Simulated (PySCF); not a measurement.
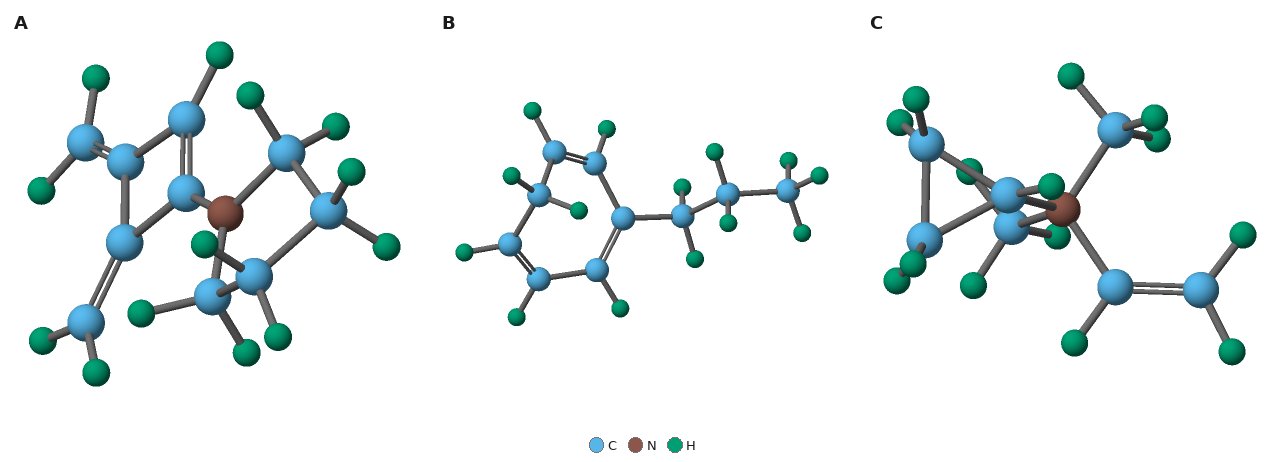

Source: calculation with PySCF.

```xyz
24
charge 0, multiplicity 1
C     3.9128   -0.3763   -1.1877
C     2.6154   -0.3183   -0.8645
C     1.3572   -0.9610   -1.2594
C     0.6228   -0.2216   -0.3501
N    -0.6724   -0.1529   -0.0121
C    -1.2184    0.6982    1.0316
C    -2.6349    0.1593    1.2088
C    -2.9923   -0.3421   -0.1887
C    -1.6832   -0.9519   -0.6786
C     1.8306    0.4979    0.1249
C     2.1239    1.4565    1.0058
H     4.6427    0.2618   -0.6846
H     4.2769   -1.0581   -1.9591
H     1.1002   -1.7258   -1.9917
H    -1.2279    1.7590    0.7170
H    -0.6208    0.6294    1.9538
H    -2.6287   -0.6817    1.9210
H    -3.3314    0.9173    1.5941
H    -3.2750    0.5058   -0.8335
H    -3.8253   -1.0591   -0.1968
H    -1.5643   -0.8971   -1.7740
H    -1.5929   -2.0178   -0.3922
H     3.1555    1.7969    1.1234
H     1.3619    1.9314    1.6268
```

Which panel shows the molecule in this file?

A. The file holds C10H13N, `C=C1C=C(N2CCCC2)C1=C`.
